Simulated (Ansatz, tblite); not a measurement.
# Al(AsH3)H3 (AlAsH₆): rung by rung

How do method and basis change the picture of Al(AsH3)H3 (AlAsH₆) (singlet)?

The runs use Ansatz 0.2.0, Gaussian basis; as each input shows.

Plan: GFN1-xTB, GFN2-xTB, PBE-D4/def2-TZVP, r2SCAN-D4/def2-TZVP, PBE-QIDH/def2-TZVP, HF/def2-TZVP, r2SCAN0-D4/def2-TZVP, revPBE-D4/def2-TZVP, LC-ωPBE/def2-TZVP, B3LYP-D4/def2-TZVP, BHLYP-D4/def2-TZVP, PBE-D4/def2-SVP, PBE0-D4/def2-SVP, CCSD(T)/def2-TZVPP, MP2/def2-TZVP, RPA/def2-TZVP.

### 1 The geometry

The geometry is that of the singlet, from an earlier relaxation (r2SCAN-D4/def2-TZVP).

8 atoms, charge 0, spin multiplicity 1.

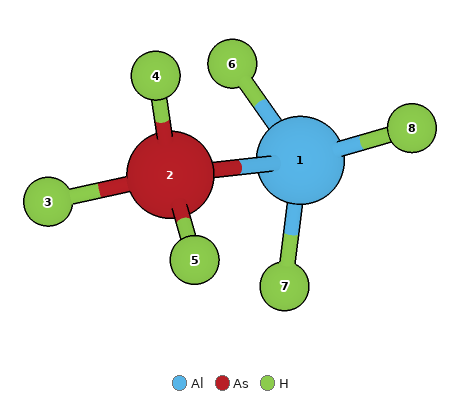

The geometry (aluminium blue, arsenic red, hydrogen green); atoms are numbered from 1 in the order of the file.

PBE0-D4/def2-TZVP was run before; its log isn't repeated, and its numbers join the tables.

### 2 GFN1-xTB

Tight binding, by tblite at 300 K electronic temperature and without a spin-polarisation term:

```python
tblite.interface.Calculator('GFN1-xTB', numbers, positions, charge=0, uhf=0).singlepoint()
```

Energy -187.1614 eV, HOMO -11.68 eV, LUMO -6.06 eV; 0.012 s.

### 3 GFN2-xTB

Tight binding, by tblite at 300 K electronic temperature and without a spin-polarisation term:

```python
tblite.interface.Calculator('GFN2-xTB', numbers, positions, charge=0, uhf=0).singlepoint()
```

Energy -176.3887 eV, HOMO -10.88 eV, LUMO -5.98 eV; 0.007 s.

### 4 PBE-D4/def2-TZVP

start.molden holds the orbitals of an earlier run on this state, given as this run's starting guess.

File in.yaml:

```yaml
crystal:
  periodic: [false, false, false]
  atoms:
    - {symbol: Al, position_ang: [-0.004478, 0.010505, -1.521968]}
    - {symbol: As, position_ang: [0.003582, -0.008741, 1.093666]}
    - {symbol: H, position_ang: [0.735698, 1.067198, 1.853458]}
    - {symbol: H, position_ang: [0.575564, -1.184921, 1.842200]}
    - {symbol: H, position_ang: [-1.294688, 0.079880, 1.853315]}
    - {symbol: H, position_ang: [1.578210, -0.054188, -1.713020]}
    - {symbol: H, position_ang: [-0.739786, 1.416327, -1.692280]}
    - {symbol: H, position_ang: [-0.854102, -1.326062, -1.715362]}
basis:
  gaussian: {orbitals: def2-TZVP, initial_orbitals: start.molden}
hamiltonian: {xc: pbe, dispersion: d4}
scf: {omitted_lower_state_checks: [starts]}
output: {forces: true, orbitals: {seedname: orbitals}}
```

The run is started by

```
> ansatz run in.yaml --threads 4 --pin off --events-out ev --progress --plain --max-ram 3916MiB
```

Output:

```text
Functional definition: PBE
  name "PBE"
  cite "Perdew, Burke & Ernzerhof, Phys. Rev. Lett. 77, 3865 (1996) doi:10.1103/PhysRevLett.77.3865"
  parent pbe
  parameter kappa = 0.804
  parameter beta = 0.06672455060314922
  exchange = pbe_x(kappa = kappa, mu = beta*pi^2/3)
  correlation = pbe_c(beta = beta)
these checks for a lower state are left out or cut short: starts
896 factors; their error is unknown
mean field evaluation 1: about -67521.9392 eV, gradient 1.0e1 eV
mean field evaluation 2: about -67522.0212 eV, gradient 1.0e-1 eV
mean field evaluation 4: about -67522.0151 eV, gradient 9.6e-5 eV
mean field -67522.01505162 eV, -2481.3882850815 hartree, gradient 3.6e-6 eV, S^2 0.000000; 0 other end points of the search recorded, 0 dependent functions left out
the calculation of the forces begins
reference -67522.01509940 eV, -2481.3882868372 hartree; 26, 26 occupied and 95, 95 virtual orbitals, 896 factors
Total energy: -67522.14772047 eV, -2481.3931605717 hartree
Atom 0 at    -0.004478     0.010505    -1.521968 Å, force    -0.000954    -0.000424    -0.061518 eV/Å
Atom 1 at     0.003582    -0.008741     1.093666 Å, force     0.001376     0.003412    -0.379699 eV/Å
Atom 2 at     0.735698     1.067198     1.853458 Å, force     0.118280     0.175490     0.139030 eV/Å
Atom 3 at     0.575564    -1.184921     1.842200 Å, force     0.094390    -0.191871     0.136593 eV/Å
Atom 4 at    -1.294688     0.079880     1.853315 Å, force    -0.214033     0.013247     0.140393 eV/Å
Atom 5 at     1.578210    -0.054188    -1.713020 Å, force     0.129255    -0.005690     0.007863 eV/Å
Atom 6 at    -0.739786     1.416327    -1.692280 Å, force    -0.058262     0.114262     0.009520 eV/Å
Atom 7 at    -0.854102    -1.326062    -1.715362 Å, force    -0.070051    -0.108425     0.007818 eV/Å
Dipole moment:     0.002481    -0.005685     0.786238 e Å
Checks for a lower state left out: starts
```

Wall time 1.7 s (4 threads of Intel Xeon at 2.50GHz, shared host).

HOMO -6.64 eV, LUMO -1.13 eV.

### 5 r2SCAN-D4/def2-TZVP

in.yaml: that of step 4 with these lines changed.

```diff
@@ -13,4 +13,4 @@
   gaussian: {orbitals: def2-TZVP, initial_orbitals: start.molden}
-hamiltonian: {xc: pbe, dispersion: d4}
+hamiltonian: {xc: r2scan, dispersion: d4}
 scf: {omitted_lower_state_checks: [starts]}
-output: {forces: true, orbitals: {seedname: orbitals}}
+output: {orbitals: {seedname: orbitals}}
```

Launched as before.

Output:

```text
Functional definition: r2SCAN
  name "r2SCAN"
  cite "Furness, Kaplan, Ning, Perdew & Sun, J. Phys. Chem. Lett. 11, 8208 (2020) doi:10.1021/acs.jpclett.0c02405"
  cite "Furness, Kaplan, Ning, Perdew & Sun, J. Phys. Chem. Lett. 11, 9248 (2020) doi:10.1021/acs.jpclett.0c03077"
  parent r2scan
  parameter k0 = 0.174
  parameter k1 = 0.065
  parameter a1 = 4.9479
  exchange = r2scan_x(k0 = k0, k1 = k1, a1 = a1)
  correlation = r2scan_c
these checks for a lower state are left out or cut short: starts
896 factors; their error is unknown
mean field evaluation 1: about -67534.2537 eV, gradient 7.1e0 eV
mean field evaluation 2: about -67534.2879 eV, gradient 4.9e-2 eV
mean field evaluation 4: about -67534.2802 eV, gradient 3.0e-5 eV
mean field -67534.28020819 eV, -2481.8390212718 hartree, gradient 8.1e-5 eV, S^2 0.000000; 0 other end points of the search recorded, 0 dependent functions left out
reference -67534.28022201 eV, -2481.8390217796 hartree; 26, 26 occupied and 95, 95 virtual orbitals, 896 factors
Total energy: -67534.31142954 eV, -2481.8401686352 hartree
Checks for a lower state left out: starts
```

It took 2.2 s on 4 threads of Intel Xeon at 2.50GHz, shared host.

From the report: HOMO -6.94 eV, LUMO -0.88 eV.

### 6 PBE-QIDH/def2-TZVP

in.yaml: that of step 5 with these lines changed.

```diff
@@ -13,4 +13,3 @@
   gaussian: {orbitals: def2-TZVP, initial_orbitals: start.molden}
-hamiltonian: {xc: r2scan, dispersion: d4}
+hamiltonian: {xc: {name: PBE-QIDH}}
 scf: {omitted_lower_state_checks: [starts]}
-output: {orbitals: {seedname: orbitals}}
```

The command is unchanged.

Output:

```text
Functional definition: PBE-QIDH
  name "PBE-QIDH"
  cite "Brémond, Sancho-García, Pérez-Jiménez & Adamo, J. Chem. Phys. 141, 031101 (2014) doi:10.1063/1.4890314"
  cite "Perdew, Burke & Ernzerhof, Phys. Rev. Lett. 77, 3865 (1996) doi:10.1103/PhysRevLett.77.3865"
  parameter a = 3^(-1/3)
  parameter c = 1/3
  exchange = (1 - a)*pbe_x + a*exact_x
  correlation = (1 - c)*pbe_c + c*(mp2_os + mp2_ss)
these checks for a lower state are left out or cut short: starts
854 factors; integrals over basis functions are off by at most 1.2e-3 eV
mean field evaluation 1: about -67509.2828 eV, gradient 1.7e1 eV
mean field evaluation 2: about -67509.5008 eV, gradient 3.0e-1 eV
mean field evaluation 4: about -67509.5743 eV, gradient 1.3e-3 eV
mean field evaluation 8: about -67509.5743 eV, gradient 1.7e-6 eV
mean field -67509.57430728 eV, -2480.9310961595 hartree, gradient 1.6e-6 eV, S^2 0.000000; 0 other end points of the search recorded, 0 dependent functions left out
14 core orbitals not correlated: weight in the atoms' cores, before any rotation towards them, 1.000 or more for the frozen orbitals, at most 0.000 for the correlated occupied ones
reference -67509.57432158 eV, -2480.9310966851 hartree; 12, 12 occupied and 95, 95 virtual orbitals, 854 factors
second order -11.38739930 eV of doubles, -0.00000000 eV of singles
Total energy: -67513.37012135 eV, -2481.0705897536 hartree
Checks for a lower state left out: starts
```

It took 2.8 s on 4 threads of Intel Xeon at 2.50GHz, shared host.

### 7 HF/def2-TZVP

in.yaml: that of step 6 with these lines changed.

```diff
@@ -13,3 +13,4 @@
   gaussian: {orbitals: def2-TZVP, initial_orbitals: start.molden}
-hamiltonian: {xc: {name: PBE-QIDH}}
+hamiltonian: {xc: hf}
 scf: {omitted_lower_state_checks: [starts]}
+output: {orbitals: {seedname: orbitals}}
```

The command is unchanged.

Output:

```text
Functional definition: HF
  name "HF"
  cite "Fock, Z. Phys. 61, 126 (1930) doi:10.1007/BF01340294"
  parent pbe
  exchange = exact_x
  correlation = 0
these checks for a lower state are left out or cut short: starts
1039 factors; their error is unknown
mean field evaluation 1: about -67471.2913 eV, gradient 2.8e1 eV
mean field evaluation 2: about -67471.9059 eV, gradient 8.0e-1 eV
mean field evaluation 4: about -67472.9561 eV, gradient 1.4e0 eV
mean field -67472.95731688 eV, -2479.5854465824 hartree, gradient 2.1e-5 eV, S^2 0.000000; 0 other end points of the search recorded, 0 dependent functions left out
reference -67472.95731688 eV, -2479.5854465824 hartree; 26, 26 occupied and 95, 95 virtual orbitals, 1039 factors
Total energy: -67472.95731688 eV, -2479.5854465824 hartree
Checks for a lower state left out: starts
```

It took 1.1 s on 4 threads of Intel Xeon at 2.50GHz, shared host.

HOMO -10.99 eV, LUMO 2.48 eV.

### 8 r2SCAN0-D4/def2-TZVP

in.yaml: that of step 7 with these lines changed.

```diff
@@ -13,3 +13,3 @@
   gaussian: {orbitals: def2-TZVP, initial_orbitals: start.molden}
-hamiltonian: {xc: hf}
+hamiltonian: {xc: {name: r2SCAN0}, dispersion: d4}
 scf: {omitted_lower_state_checks: [starts]}
```

Same command.

Output:

```text
Functional definition: r2SCAN0
  name "r2SCAN0"
  cite "Bursch, Neugebauer, Ehlert & Grimme, J. Chem. Phys. 156, 134105 (2022) doi:10.1063/5.0086040"
  cite "Furness, Kaplan, Ning, Perdew & Sun, J. Phys. Chem. Lett. 11, 8208 (2020) doi:10.1021/acs.jpclett.0c02405"
  cite "Furness, Kaplan, Ning, Perdew & Sun, J. Phys. Chem. Lett. 11, 9248 (2020) doi:10.1021/acs.jpclett.0c03077"
  parent r2scan
  parameter a = 0.25
  parameter k0 = 0.174
  parameter k1 = 0.065
  parameter a1 = 4.9479
  exchange = (1 - a)*r2scan_x(k0 = k0, k1 = k1, a1 = a1) + a*exact_x
  correlation = r2scan_c
these checks for a lower state are left out or cut short: starts
966 factors; their error is unknown
mean field evaluation 1: about -67533.5434 eV, gradient 6.4e0 eV
mean field evaluation 2: about -67533.5670 eV, gradient 3.3e-2 eV
mean field evaluation 4: about -67533.8249 eV, gradient 7.6e-5 eV
mean field -67533.82491678 eV, -2481.8222896210 hartree, gradient 2.4e-5 eV, S^2 0.000000; 0 other end points of the search recorded, 0 dependent functions left out
reference -67533.82492780 eV, -2481.8222900260 hartree; 26, 26 occupied and 95, 95 virtual orbitals, 966 factors
Total energy: -67533.86245613 eV, -2481.8236691669 hartree
Checks for a lower state left out: starts
```

Wall time 3.1 s (4 threads of Intel Xeon at 2.50GHz, shared host).

From the report: HOMO -8.08 eV, LUMO -0.11 eV.

### 9 revPBE-D4/def2-TZVP

in.yaml: that of step 8 with these lines changed.

```diff
@@ -13,3 +13,3 @@
   gaussian: {orbitals: def2-TZVP, initial_orbitals: start.molden}
-hamiltonian: {xc: {name: r2SCAN0}, dispersion: d4}
+hamiltonian: {xc: {name: revPBE}, dispersion: d4}
 scf: {omitted_lower_state_checks: [starts]}
```

The command is unchanged.

Output:

```text
Functional definition: revPBE
  name "revPBE"
  cite "Zhang & Yang, Phys. Rev. Lett. 80, 890 (1998) doi:10.1103/PhysRevLett.80.890"
  cite "Perdew, Burke & Ernzerhof, Phys. Rev. Lett. 77, 3865 (1996) doi:10.1103/PhysRevLett.77.3865"
  parameter kappa = 1.245
  parameter beta = 0.06672455060314922
  exchange = pbe_x(kappa = kappa, mu = beta*pi^2/3)
  correlation = pbe_c(beta = beta)
these checks for a lower state are left out or cut short: starts
896 factors; their error is unknown
mean field evaluation 1: about -67529.0519 eV, gradient 8.6e0 eV
mean field evaluation 2: about -67529.1151 eV, gradient 7.6e-2 eV
mean field evaluation 4: about -67529.1088 eV, gradient 6.7e-5 eV
mean field -67529.10876236 eV, -2481.6489741429 hartree, gradient 7.3e-5 eV, S^2 0.000000; 0 other end points of the search recorded, 0 dependent functions left out
reference -67529.10882185 eV, -2481.6489763290 hartree; 26, 26 occupied and 95, 95 virtual orbitals, 896 factors
Total energy: -67529.47250648 eV, -2481.6623414926 hartree
Checks for a lower state left out: starts
```

Wall time 1.3 s (4 threads of Intel Xeon at 2.50GHz, shared host).

From the report: HOMO -6.62 eV, LUMO -1.04 eV.

### 10 LC-ωPBE/def2-TZVP

in.yaml: that of step 9 with these lines changed.

```diff
@@ -13,3 +13,3 @@
   gaussian: {orbitals: def2-TZVP, initial_orbitals: start.molden}
-hamiltonian: {xc: {name: revPBE}, dispersion: d4}
+hamiltonian: {xc: {name: LC-wPBE}}
 scf: {omitted_lower_state_checks: [starts]}
```

Launched as before.

Output:

```text
Functional definition: LC-wPBE
  name "LC-wPBE"
  cite "Vydrov & Scuseria, J. Chem. Phys. 125, 234109 (2006) doi:10.1063/1.2409292"
  cite "Heyd & Scuseria, J. Chem. Phys. 120, 7274 (2004) doi:10.1063/1.1668634"
  cite "Ernzerhof & Perdew, J. Chem. Phys. 109, 3313 (1998) doi:10.1063/1.476928"
  cite "Perdew, Burke & Ernzerhof, Phys. Rev. Lett. 77, 3865 (1996) doi:10.1103/PhysRevLett.77.3865"
  parent pbe
  parameter omega = 0.4/bohr
  exchange = pbe_x_sr(omega) + exact_x_lr(omega)
  correlation = pbe_c
these checks for a lower state are left out or cut short: starts
896 factors; their error is unknown
331 factors; integrals over basis functions are off by at most 1.9e-5 eV
mean field evaluation 1: about -67525.1346 eV, gradient 9.2e0 eV
mean field evaluation 2: about -67525.2260 eV, gradient 1.2e-1 eV
mean field evaluation 4: about -67525.2197 eV, gradient 1.8e-4 eV
mean field -67525.21974509 eV, -2481.5060553943 hartree, gradient 9.6e-6 eV, S^2 0.000000; 0 other end points of the search recorded, 0 dependent functions left out
reference -67525.21974510 eV, -2481.5060553946 hartree; 26, 26 occupied and 95, 95 virtual orbitals, 896 factors
Total energy: -67525.21974510 eV, -2481.5060553946 hartree
Checks for a lower state left out: starts
```

Wall time 1.7 s (4 threads of Intel Xeon at 2.50GHz, shared host).

From the report: HOMO -10.67 eV, LUMO 1.72 eV.

### 11 B3LYP-D4/def2-TZVP

in.yaml: that of step 10 with these lines changed.

```diff
@@ -13,3 +13,3 @@
   gaussian: {orbitals: def2-TZVP, initial_orbitals: start.molden}
-hamiltonian: {xc: {name: LC-wPBE}}
+hamiltonian: {xc: {name: B3LYP}, dispersion: d4}
 scf: {omitted_lower_state_checks: [starts]}
```

The command is unchanged.

Output:

```text
Functional definition: B3LYP
  name "B3LYP"
  cite "Stephens, Devlin, Chabalowski & Frisch, J. Phys. Chem. 98, 11623 (1994) doi:10.1021/j100096a001"
  cite "Becke, Phys. Rev. A 38, 3098 (1988) doi:10.1103/PhysRevA.38.3098"
  cite "Lee, Yang & Parr, Phys. Rev. B 37, 785 (1988) doi:10.1103/PhysRevB.37.785"
  cite "Vosko, Wilk & Nusair, Can. J. Phys. 58, 1200 (1980) doi:10.1139/p80-159"
  parameter a0 = 0.2
  parameter ax = 0.72
  parameter ac = 0.81
  exchange = (1 - a0 - ax)*slater_x + ax*b88_x + a0*exact_x
  correlation = (1 - ac)*vwn_rpa_c + ac*lyp_c
these checks for a lower state are left out or cut short: starts
939 factors; their error is unknown
mean field evaluation 1: about -67537.2749 eV, gradient 6.5e0 eV
mean field evaluation 2: about -67537.3228 eV, gradient 4.5e-2 eV
mean field evaluation 4: about -67537.5296 eV, gradient 9.5e-5 eV
mean field -67537.52960708 eV, -2481.9584344784 hartree, gradient 2.6e-5 eV, S^2 0.000000; 0 other end points of the search recorded, 0 dependent functions left out
reference -67537.52990226 eV, -2481.9584453262 hartree; 26, 26 occupied and 95, 95 virtual orbitals, 939 factors
Total energy: -67537.74528460 eV, -2481.9663604809 hartree
Checks for a lower state left out: starts
```

Run time: 1.8 s. Hardware: 4 threads of Intel Xeon at 2.50GHz, shared host.

HOMO -7.71 eV, LUMO -0.59 eV.

### 12 BHLYP-D4/def2-TZVP

in.yaml: that of step 11 with these lines changed.

```diff
@@ -13,3 +13,3 @@
   gaussian: {orbitals: def2-TZVP, initial_orbitals: start.molden}
-hamiltonian: {xc: {name: B3LYP}, dispersion: d4}
+hamiltonian: {xc: {name: BHLYP}, dispersion: d4}
 scf: {omitted_lower_state_checks: [starts]}
```

Launched as before.

Output:

```text
Functional definition: BHLYP
  name "BHLYP"
  cite "Becke, J. Chem. Phys. 98, 1372 (1993) doi:10.1063/1.464304"
  cite "Becke, Phys. Rev. A 38, 3098 (1988) doi:10.1103/PhysRevA.38.3098"
  cite "Lee, Yang & Parr, Phys. Rev. B 37, 785 (1988) doi:10.1103/PhysRevB.37.785"
  parameter a = 0.5
  exchange = (1 - a)*b88_x + a*exact_x
  correlation = lyp_c
these checks for a lower state are left out or cut short: starts
1014 factors; their error is unknown
mean field evaluation 1: about -67534.3300 eV, gradient 8.6e0 eV
mean field evaluation 2: about -67534.4032 eV, gradient 1.1e-1 eV
mean field evaluation 4: about -67534.9281 eV, gradient 6.0e-4 eV
mean field -67534.92812166 eV, -2481.8628316525 hartree, gradient 1.8e-5 eV, S^2 0.000000; 0 other end points of the search recorded, 0 dependent functions left out
reference -67534.92831992 eV, -2481.8628389385 hartree; 26, 26 occupied and 95, 95 virtual orbitals, 1014 factors
Total energy: -67535.11007972 eV, -2481.8695184881 hartree
Checks for a lower state left out: starts
```

Run time: 1.9 s. Hardware: 4 threads of Intel Xeon at 2.50GHz, shared host.

From the report: HOMO -9.08 eV, LUMO 0.44 eV.

### 13 PBE-D4/def2-SVP

in.yaml: that of step 12 with these lines changed.

```diff
@@ -12,4 +12,4 @@
 basis:
-  gaussian: {orbitals: def2-TZVP, initial_orbitals: start.molden}
-hamiltonian: {xc: {name: BHLYP}, dispersion: d4}
+  gaussian: {orbitals: def2-SVP, initial_orbitals: start.molden}
+hamiltonian: {xc: pbe, dispersion: d4}
 scf: {omitted_lower_state_checks: [starts]}
```

The command is unchanged.

Output:

```text
Functional definition: PBE
  name "PBE"
  cite "Perdew, Burke & Ernzerhof, Phys. Rev. Lett. 77, 3865 (1996) doi:10.1103/PhysRevLett.77.3865"
  parent pbe
  parameter kappa = 0.804
  parameter beta = 0.06672455060314922
  exchange = pbe_x(kappa = kappa, mu = beta*pi^2/3)
  correlation = pbe_c(beta = beta)
these checks for a lower state are left out or cut short: starts
904 factors; their error is unknown
mean field evaluation 1: about -67511.9912 eV, gradient 7.5e0 eV
mean field evaluation 2: about -67512.0882 eV, gradient 9.4e-2 eV
mean field evaluation 4: about -67512.0363 eV, gradient 1.0e-4 eV
mean field -67512.03631561 eV, -2481.0215732970 hartree, gradient 1.0e-5 eV, S^2 0.000000; 0 other end points of the search recorded, 0 dependent functions left out
reference -67512.03635371 eV, -2481.0215746968 hartree; 26, 26 occupied and 54, 54 virtual orbitals, 904 factors
Total energy: -67512.16897478 eV, -2481.0264484313 hartree
Checks for a lower state left out: starts
```

It took 0.96 s on 4 threads of Intel Xeon at 2.50GHz, shared host.

HOMO -6.58 eV, LUMO -0.98 eV.

### 14 PBE0-D4/def2-SVP

in.yaml: that of step 13 with these lines changed.

```diff
@@ -13,3 +13,3 @@
   gaussian: {orbitals: def2-SVP, initial_orbitals: start.molden}
-hamiltonian: {xc: pbe, dispersion: d4}
+hamiltonian: {xc: pbe0, dispersion: d4}
 scf: {omitted_lower_state_checks: [starts]}
```

Same command.

Output:

```text
Functional definition: PBE0
  name "PBE0"
  cite "Adamo & Barone, J. Chem. Phys. 110, 6158 (1999) doi:10.1063/1.478522"
  cite "Perdew, Burke & Ernzerhof, Phys. Rev. Lett. 77, 3865 (1996) doi:10.1103/PhysRevLett.77.3865"
  parent pbe
  parameter a = 0.25
  parameter kappa = 0.804
  parameter beta = 0.06672455060314922
  exchange = (1 - a)*pbe_x(kappa = kappa, mu = beta*pi^2/3) + a*exact_x
  correlation = pbe_c(beta = beta)
these checks for a lower state are left out or cut short: starts
783 factors; integrals over basis functions are off by at most 1.2e-3 eV
mean field evaluation 1: about -67514.7042 eV, gradient 3.4e0 eV
mean field evaluation 2: about -67514.7214 eV, gradient 1.9e-2 eV
mean field evaluation 4: about -67514.7800 eV, gradient 3.8e-4 eV
mean field -67514.78004522 eV, -2481.1224035002 hartree, gradient 7.0e-6 eV, S^2 0.000000; 0 other end points of the search recorded, 0 dependent functions left out
reference -67514.78007359 eV, -2481.1224045428 hartree; 26, 26 occupied and 54, 54 virtual orbitals, 783 factors
Total energy: -67514.89275310 eV, -2481.1265454386 hartree
Checks for a lower state left out: starts
```

Run time: 1.4 s. Hardware: 4 threads of Intel Xeon at 2.50GHz, shared host.

Report: HOMO -7.83 eV, LUMO -0.14 eV.

### 15 CCSD(T)/def2-TZVPP

in.yaml: that of step 14 with these lines changed.

```diff
@@ -12,4 +12,4 @@
 basis:
-  gaussian: {orbitals: def2-SVP, initial_orbitals: start.molden}
-hamiltonian: {xc: pbe0, dispersion: d4}
+  gaussian: {orbitals: def2-TZVPP, initial_orbitals: start.molden}
+correlation: {method: ccsd_t}
 scf: {omitted_lower_state_checks: [starts]}
```

Same command.

Output:

```text
Functional definition: HF
  name "HF"
  cite "Fock, Z. Phys. 61, 126 (1930) doi:10.1007/BF01340294"
  parent pbe
  exchange = exact_x
  correlation = 0
these checks for a lower state are left out or cut short: starts
1010 factors; integrals over basis functions are off by at most 1.8e-3 eV
mean field evaluation 1: about -67472.2215 eV, gradient 3.0e1 eV
mean field evaluation 2: about -67472.8494 eV, gradient 8.4e-1 eV
mean field evaluation 4: about -67472.9900 eV, gradient 6.4e-3 eV
mean field evaluation 8: about -67472.9900 eV, gradient 2.3e-6 eV
mean field -67472.98995475 eV, -2479.5866460019 hartree, gradient 2.7e-6 eV, S^2 0.000000; 0 other end points of the search recorded, 0 dependent functions left out
14 core orbitals not correlated: weight in the atoms' cores, before any rotation towards them, 1.000 or more for the frozen orbitals, at most 0.000 for the correlated occupied ones
reference -67472.98995475 eV, -2479.5866460019 hartree; 12, 12 occupied and 148, 148 virtual orbitals, 1010 factors
second order -10.57743017 eV of doubles, -0.00000000 eV of singles
cycle   1  -11.17723969 eV  change   -6.0e-1 eV  update   8.3e-2
cycle   2  -11.63540158 eV  change   -4.6e-1 eV  update   2.6e-2
cycle   3  -11.65752550 eV  change   -2.2e-2 eV  update   9.3e-3
cycle   4  -11.65537533 eV  change    2.2e-3 eV  update   2.7e-3
cycle   5  -11.65477815 eV  change    6.0e-4 eV  update   7.0e-4
cycle   6  -11.65441427 eV  change    3.6e-4 eV  update   2.2e-4
cycle   7  -11.65439273 eV  change    2.2e-5 eV  update   6.9e-5
cycle   8  -11.65441906 eV  change   -2.6e-5 eV  update   2.3e-5
perturbative correction -0.33656877 eV, -0.0123686740 hartree
Total energy: -67484.98094258 eV, -2480.0273066769 hartree
Checks for a lower state left out: starts
```

It took 23 s on 4 threads of Intel Xeon at 2.50GHz, shared host; peak memory 1.4 GiB.

Report: Hartree-Fock HOMO -10.99 eV, LUMO 2.44 eV; T1 0.011.

[end of part 1 of 2]
